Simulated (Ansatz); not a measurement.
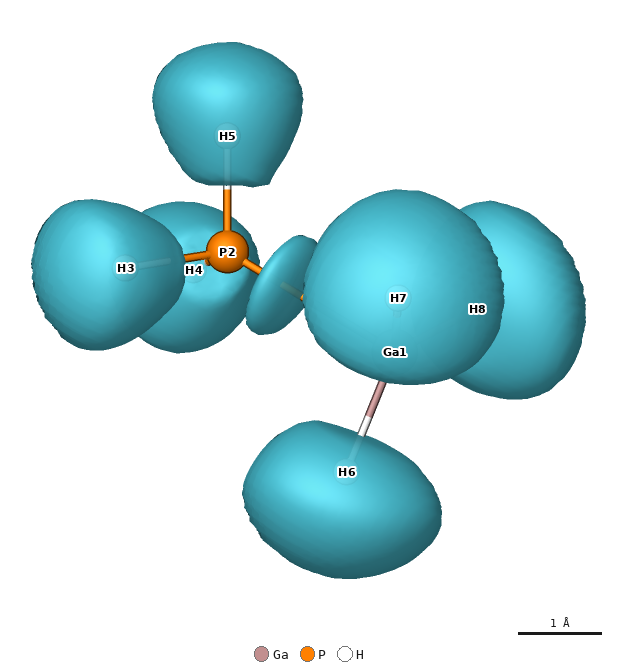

*GaH$_{6}$P (Ga(PH3)H3). Isosurface of the electron localisation function at 0.9 (cyan), seen at an oblique angle. Core shells and regions of very low density are left out.*

Geometry: PBE0-D4/def2-TZVP.

Level of theory: Ansatz 0.2.0, RKS PBE0-D4/def2-TZVP.

```json
{"atom": "Ga", "x (Å)": "-0.0051", "y (Å)": "0.0110", "z (Å)": "-1.4501"}
{"atom": "P", "x (Å)": "0.0020", "y (Å)": "-0.0035", "z (Å)": "1.0727"}
{"atom": "H", "x (Å)": "0.6935", "y (Å)": "1.0087", "z (Å)": "1.7697"}
{"atom": "H", "x (Å)": "0.5463", "y (Å)": "-1.1179", "z (Å)": "1.7435"}
{"atom": "H", "x (Å)": "-1.2223", "y (Å)": "0.0722", "z (Å)": "1.7684"}
{"atom": "H", "x (Å)": "1.5605", "y (Å)": "-0.0168", "z (Å)": "-1.6345"}
{"atom": "H", "x (Å)": "-0.7652", "y (Å)": "1.3791", "z (Å)": "-1.6372"}
{"atom": "H", "x (Å)": "-0.8096", "y (Å)": "-1.3328", "z (Å)": "-1.6325"}
```

What do the ELF domains correspond to?

Answer. At this value the surface marks out six regions around hydrogen nuclei and one lobe of the valence shell of P pointing towards Ga (polar bonds). Profiles from the grid: Ga–P (2.52 Å): the ELF peaks at about 0.95 between the atoms; a shared electron pair. P–H (1.41 Å): the ELF climbs to about 1 towards the hydrogen, as it does in any bond to H.
